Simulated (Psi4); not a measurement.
**One shape, several levels: CH2NSn (SMILES N#[C][SnH2])**

We compute a comparison of 3 runs (UB3LYP/def2-SVPD, UM06-2X/def2-SVPD, UPBE0/def2-SVPD) of CH2NSn. 

The results are computed with Psi4 1.11.

## 1. The molecule

The species is CH2NSn (5 atoms), meant as a doublet with charge 0. As SMILES, `N#[C][SnH2]`. The Sn3–H4 distance was set to 2.223 Å, away from the relaxed value.

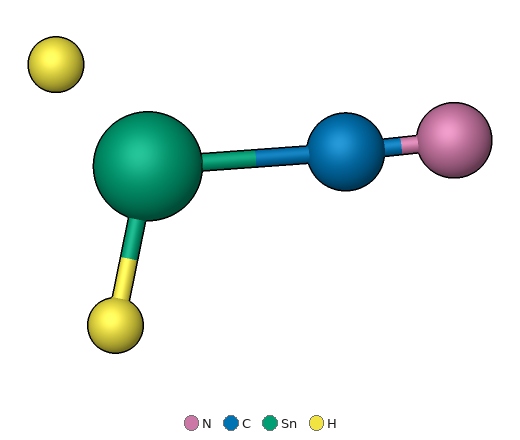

Viewed from a chosen angle; nitrogen pink, carbon blue, tin teal, hydrogen yellow.

## 2. Energy and gradient at UB3LYP/def2-SVPD (core potential) (run 1)

job.py reads:

```python
import psi4

psi4.set_memory('2200 MB')
psi4.set_num_threads(1)
psi4.core.set_output_file('output.dat', False)

mol = psi4.geometry("""
0 2
N      2.51574704    -2.73598706     3.31631439
C      1.89629481    -1.44303644     1.67300855
Sn     0.95823476     0.79175367    -1.50607771
H     -3.11521352     0.07218754    -2.23743573
H      1.59960781     3.84044883    -0.64870896
units au
symmetry c1
no_reorient
no_com
""")

psi4.set_options({
    'reference': 'uks',
    'puream': True,
    'e_convergence': 1e-09,
    'd_convergence': 1e-08,
    'scf_type': 'pk',
    'dft_radial_points': 99,
    'dft_spherical_points': 590,
    'maxiter': 100,
})

e, wfn = psi4.gradient("b3lyp/def2-SVPD", return_wfn=True)
print('gradient / Eh bohr^-1')
print(e.np.round(6))
print(f'energy = {wfn.energy():.10f} Eh')
```

Run with:

```console
$ python job.py
```

output.dat:

```text
[...]
    !!!  WARNING: ECP capability is in beta. Please check occupations closely.  !!!
[...]
  Running in c1 symmetry.
[...]
  Nuclear repulsion =   93.121091576664099
[...]
  Multiplicity = 2
[...]
  Nalpha       = 19
  Nbeta        = 18
[...]
    Number of basis functions: 88
[...]
   @UKS iter   1:  -307.96552348151442   -1.19124e+00   7.34874e-03 DIIS/ADIIS
[...]
   @UKS iter  16:  -308.26150477750070   -3.29692e-12   8.89250e-09 DIIS
[...]
   @S^2 Observed:                7.613560121E-01
[...]
  @UKS Final Energy:  -308.26150477750070
   => Energetics <=
    Nuclear Repulsion Energy =             93.1210915766640994
    One-Electron Energy =                -687.0140410230918633
    Two-Electron Energy =                 310.7682236382828478
    DFT Exchange-Correlation Energy =     -25.1367789693557455
    Empirical Dispersion Energy =           0.0000000000000000
    VV10 Nonlocal Energy =                  0.0000000000000000
    Total Energy =                       -308.2615047775007042
[...]
  -Total Gradient:
     Atom            X                  Y                   Z
    ------   -----------------  -----------------  -----------------
       1       -0.006246692505     0.013312164924    -0.015712682090
       2        0.004101888873    -0.008731920705     0.005512759766
       3        0.044990959626     0.010346182633     0.023038959991
       4       -0.042234885260    -0.008150842662    -0.008657026009
       5       -0.000611285217    -0.006775152477    -0.004182662827
[...]
```

The script printed:

```text
gradient / Eh bohr^-1
[[-0.006247  0.013312 -0.015713]
 [ 0.004102 -0.008732  0.005513]
 [ 0.044991  0.010346  0.023039]
 [-0.042235 -0.008151 -0.008657]
 [-0.000611 -0.006775 -0.004183]]
energy = -308.2615047775 Eh
```

It took 51 s on 1 thread of AMD EPYC 7R43 (Zen 3), shared host; peak memory 0.93 GiB.

## 3. Energy and gradient at UM06-2X/def2-SVPD (core potential) (run 2)

job.py reads:

```python
import psi4

psi4.set_memory('2200 MB')
psi4.set_num_threads(1)
psi4.core.set_output_file('run.log', False)

molecule = psi4.geometry("""
0 2
N      1.331276    -1.447822     1.754918
C      1.003476    -0.763622     0.885318
Sn     0.507076     0.418978    -0.796982
H     -1.648500     0.038200    -1.184000
H      0.846476     2.032278    -0.343282
symmetry c1
""")

options = {'basis': 'def2-SVPD', 'reference': 'uks', 'puream': True, 'e_convergence': 1e-09, 'd_convergence': 1e-08, 'scf_type': 'pk', 'dft_radial_points': 99, 'dft_spherical_points': 590, 'maxiter': 100}
psi4.set_options(options)

e_tot, wfn = psi4.gradient("m06-2x", return_wfn=True)
psi4.oeprop(wfn, "LOWDIN_CHARGES", "MAYER_INDICES", "WIBERG_LOWDIN_INDICES")
print('gradient / Eh bohr^-1')
print(e_tot.np.round(6))
print(f'energy = {wfn.energy():.10f} Eh')
```

Run with:

```console
$ python job.py
```

run.log:

```text
[...]
    !!!  WARNING: ECP capability is in beta. Please check occupations closely.  !!!
[...]
  Running in c1 symmetry.
[...]
  Nuclear repulsion =   93.121091603709417
[...]
  Multiplicity = 2
[...]
  Nalpha       = 19
  Nbeta        = 18
[...]
    Number of basis functions: 88
[...]
   @UKS iter   1:  -307.91210548517864   -1.48677e+00   5.66645e-03 ADIIS/DIIS
[...]
   @UKS iter  15:  -308.08105365522039   -8.69704e-12   8.98049e-09 DIIS
[...]
   @S^2 Observed:                7.607723733E-01
[...]
  @UKS Final Energy:  -308.08105365522039
   => Energetics <=
    Nuclear Repulsion Energy =             93.1210916037094165
    One-Electron Energy =                -686.7481578465890379
    Two-Electron Energy =                 300.5072822527843641
    DFT Exchange-Correlation Energy =     -14.9612696651250676
    Empirical Dispersion Energy =           0.0000000000000000
    VV10 Nonlocal Energy =                  0.0000000000000000
    Total Energy =                       -308.0810536552203871
[...]
  -Total Gradient:
     Atom            X                  Y                   Z
    ------   -----------------  -----------------  -----------------
       1       -0.001898696957     0.004014869220    -0.004479030077
       2       -0.000314244361     0.001417990593    -0.005379684051
       3        0.049732089404     0.008788838565     0.022056496441
       4       -0.047505933297    -0.009157146414    -0.009425868974
       5       -0.000006747614    -0.005055875148    -0.002761107596
[...]
```

The script printed:

```text
gradient / Eh bohr^-1
[[-1.8990e-03  4.0150e-03 -4.4790e-03]
 [-3.1400e-04  1.4180e-03 -5.3800e-03]
 [ 4.9732e-02  8.7890e-03  2.2056e-02]
 [-4.7506e-02 -9.1570e-03 -9.4260e-03]
 [-7.0000e-06 -5.0560e-03 -2.7610e-03]]
energy = -308.0810536552 Eh
```

It took 99 s on 1 thread of AMD EPYC 7R43 (Zen 3), shared host; peak memory 1.1 GiB.

## 4. Energy and gradient at UPBE0/def2-SVPD (core potential) (run 3)

input.dat reads:

```
memory 2200 MB

molecule mol {
  0 2
  N      2.51574704    -2.73598706     3.31631439
  C      1.89629481    -1.44303644     1.67300855
  Sn     0.95823476     0.79175367    -1.50607771
  H     -3.11521352     0.07218754    -2.23743573
  H      1.59960781     3.84044883    -0.64870896
  units bohr
  symmetry c1
}

set {
  basis def2-SVPD
  reference uks
  puream true
  e_convergence 1e-09
  d_convergence 1e-08
  scf_type pk
  dft_radial_points 99
  dft_spherical_points 590
  maxiter 100
}

gradient('pbe0')
print_variables()
```

Run with:

```console
$ psi4 -n 1 input.dat output.dat
```

output.dat:

```text
[...]
    !!!  WARNING: ECP capability is in beta. Please check occupations closely.  !!!
[...]
  Running in c1 symmetry.
[...]
  Nuclear repulsion =   93.121091576664099
[...]
  Multiplicity = 2
[...]
  Nalpha       = 19
  Nbeta        = 18
[...]
    Number of basis functions: 88
[...]
   @UKS iter   1:  -307.83051632218576   -1.25845e+00   6.77281e-03 ADIIS/DIIS
[...]
   @UKS iter  17:  -308.07505658425987   -3.41061e-12   5.12664e-09 DIIS
[...]
   @S^2 Observed:                7.607967657E-01
[...]
  @UKS Final Energy:  -308.07505658425987
   => Energetics <=
    Nuclear Repulsion Energy =             93.1210915766640994
    One-Electron Energy =                -687.0434053231472262
    Two-Electron Energy =                 309.3228929955645299
    DFT Exchange-Correlation Energy =     -23.4756358333412436
    Empirical Dispersion Energy =           0.0000000000000000
    VV10 Nonlocal Energy =                  0.0000000000000000
    Total Energy =                       -308.0750565842598689
[...]
  -Total Gradient:
     Atom            X                  Y                   Z
    ------   -----------------  -----------------  -----------------
       1       -0.005148542896     0.010975431564    -0.013002565261
       2        0.004092804661    -0.008652672897     0.006791583301
       3        0.047100199706     0.010772104787     0.018457697497
       4       -0.045940838130    -0.008734148509    -0.009211209988
       5       -0.000103592614    -0.004360575069    -0.003035193806
[...]
```

It took 61 s on 1 thread of AMD EPYC 7R43 (Zen 3), shared host; peak memory 0.94 GiB.

## 5. Overview of the runs

| run | level | properties | energy (Eh) | dipole moment (D) | HOMO energy (eV) | LUMO energy (eV) | wall time |
| --- | --- | --- | --- | --- | --- | --- | --- |
| 1 | UB3LYP/def2-SVPD (core potential) | – | -308.261505 | 4.00 | -6.98 | -4.66 | 51 s |
| 2 | UM06-2X/def2-SVPD (core potential) | (lowdin, mayer, wiberg) | -308.081054 | 4.06 | -8.22 | -3.85 | 99 s |
| 3 | UPBE0/def2-SVPD (core potential) | – | -308.075057 | 3.99 | -7.19 | -4.28 | 61 s |

## 6. Summary of results

```
                                 quantity          value
                      run 3: total energy  -308.07506 Eh
                     run 3: dipole moment         3.99 D
run 3: HOMO energy (highest over α and β)       -7.19 eV
 run 3: LUMO energy (lowest over α and β)       -4.28 eV
                              run 3: ⟨S²⟩          0.761
          run 3: largest force on an atom     2.660 eV/Å
```

The dipole moment (its size) runs from 3.99 D (UPBE0/def2-SVPD) to 4.06 D (UM06-2X/def2-SVPD). Totals of different functionals can't be ranked against each other. All runs together took 3.5 min, the longest 99 s.
